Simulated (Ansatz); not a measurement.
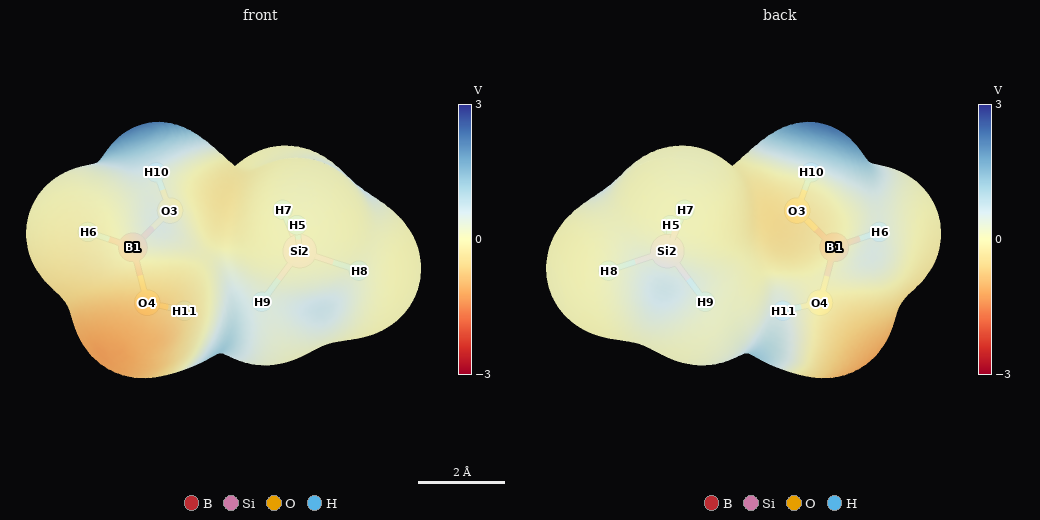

Figure 1: BH3O2···SiH4. The electrostatic potential painted on the density surface at 0.001 e/bohr³, seen from the front and from behind; the colour scale runs from red (negative) to blue (positive).

The product side of a reaction path; geometry: PBE0-D4/def2-TZVP; a saddle point, not a minimum.

These are results of RKS PBE0-D4/def2-TZVPP in Ansatz, not measurements.

Input

```
crystal:
  periodic: [false, false, false]
  atoms:
    - {symbol: B, position_ang: [-1.842647, 0.909683, 0.107372]}
    - {symbol: Si, position_ang: [1.830608, -0.909821, -0.036322]}
    - {symbol: O, position_ang: [-0.665907, 1.105906, -0.558807]}
    - {symbol: O, position_ang: [-2.033540, -0.241504, 0.788737]}
    - {symbol: H, position_ang: [1.902606, 0.214426, 0.926662]}
    - {symbol: H, position_ang: [-2.715089, 1.730397, 0.107334]}
    - {symbol: H, position_ang: [1.903132, -0.416894, -1.431515]}
    - {symbol: H, position_ang: [2.956851, -1.846082, 0.216970]}
    - {symbol: H, position_ang: [0.561612, -1.661496, 0.163757]}
    - {symbol: H, position_ang: [-0.621577, 1.950369, -1.009820]}
    - {symbol: H, position_ang: [-1.276049, -0.834784, 0.725629]}
basis:
  gaussian: {orbitals: def2-TZVPP}
hamiltonian: {xc: pbe0, dispersion: d4}
output: {orbitals: {seedname: orbitals}}
```

Run with:

```sh
ansatz run in.yaml --threads 4 --pin off --events-out ev --progress --plain --max-ram 9574MiB
```

Where is the surface potential most negative and most positive?

The most negative region (about −1.2 V) lies over O4, the most positive (about +2.2 V) over H10. O4 is the likeliest acceptor of a hydrogen bond.
